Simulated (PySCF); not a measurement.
**AlH$_{5}$O$_{2}$SSi ((OH)2Al-S-SiH3): density, localisation and related maps**

```tsv
atom	x (Å)	y (Å)	z (Å)
Al	-0.7515	0.2769	0.9966
O	-1.9583	0.5135	2.1609
O	0.6469	1.2299	0.9639
S	-0.8694	-1.2417	-0.5495
Si	0.9405	-0.7710	-1.6272
H	-2.7893	0.0417	2.2275
H	0.8679	1.9582	1.5449
H	0.9657	-1.7275	-2.7720
H	0.9191	0.6230	-2.1542
H	2.1529	-0.9797	-0.7866
```

Geometry: PBE0-D3(BJ)/def2-SVP.

Level of theory: CAM-B3LYP/def2-SVPD, SCF density, gas phase in PySCF 2.14.0.

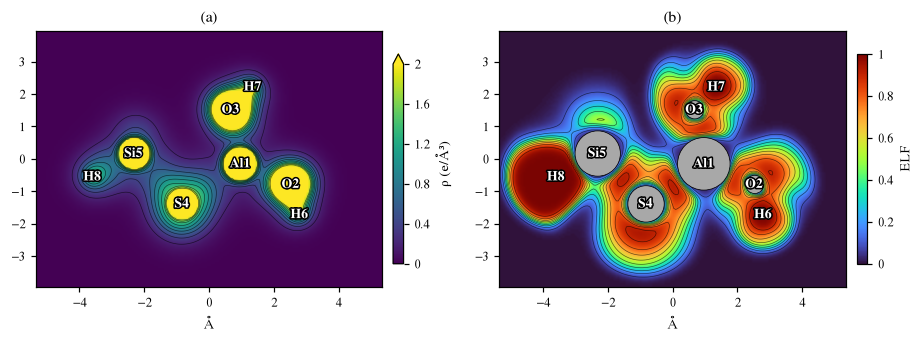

Figure 1. (a) total electron density; (b) electron localisation function on the plane of atoms O3, Al1 and S4. Grey discs cover the atomic cores in the ELF map.

Q: What do the fields say about this system?

A:
- The plane passes through Al, O, S, Si and H nuclei.
- Al–O (1.69 Å): ρ at the midpoint is about 0.86 e/Å³; the ELF peaks at about 0.85 in the valence shell of O, 0.6 Å from its nucleus, and is about 0.40 at the midpoint.
- Si–S (2.16 Å): ρ is about 0.78 e/Å³ halfway; the ELF peaks at about 0.90 between the atoms (a covalent bond).
- Al–S (2.17 Å): the density is about 0.69 e/Å³ at the midpoint; the ELF peaks at about 0.90 in the valence shell of S, 1.0 Å from its nucleus, and is about 0.90 at the midpoint.
- O–H (0.96 Å): ρ is about 3.7 e/Å³ halfway; the ELF climbs to about 1 towards the hydrogen, as it does in any bond to H: an ordinary covalent bond to hydrogen.
- Si–H (1.49 Å): ρ is about 0.78 e/Å³ halfway; the ELF climbs to about 1 towards the hydrogen.
- The ELF also peaks beside S4, O2 and O3, away from the bonds: lone-pair regions.

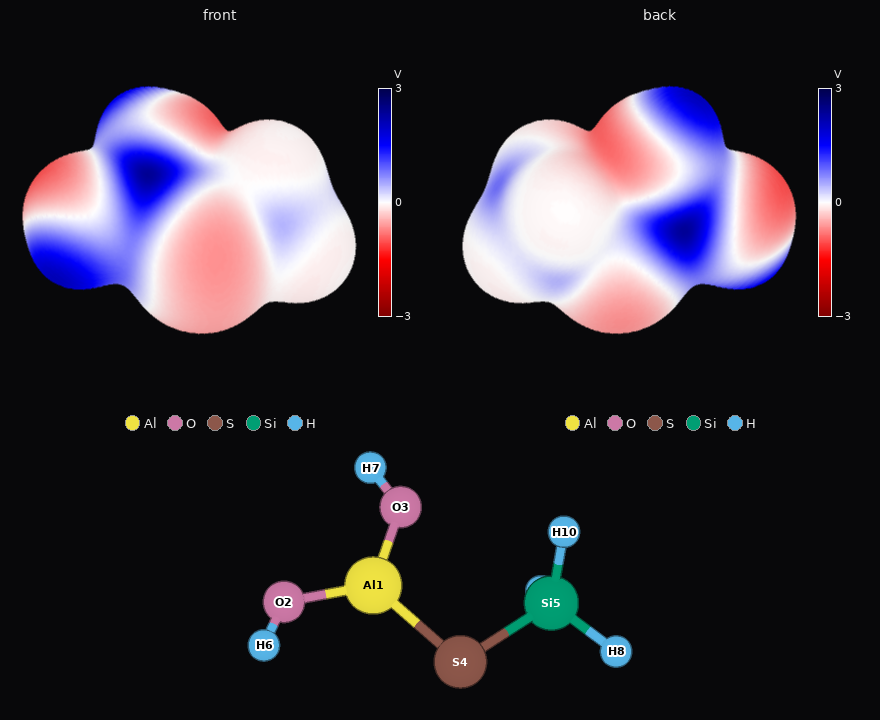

Figure 2. The molecular electrostatic potential painted on the density surface at 0.001 e/bohr³, seen from the front and from behind; the colour scale runs from red (negative) to blue (positive). The bare structure is drawn below in the same view.

Q: Describe the electrostatic potential map.

A: The most negative region (about −1.0 V) lies over O2, the most positive (about +2.2 V) over Al1. O2 is the likeliest acceptor of a hydrogen bond.

Q: What dipole moment does the calculation give?

A: Its dipole moment is 1.13 D.
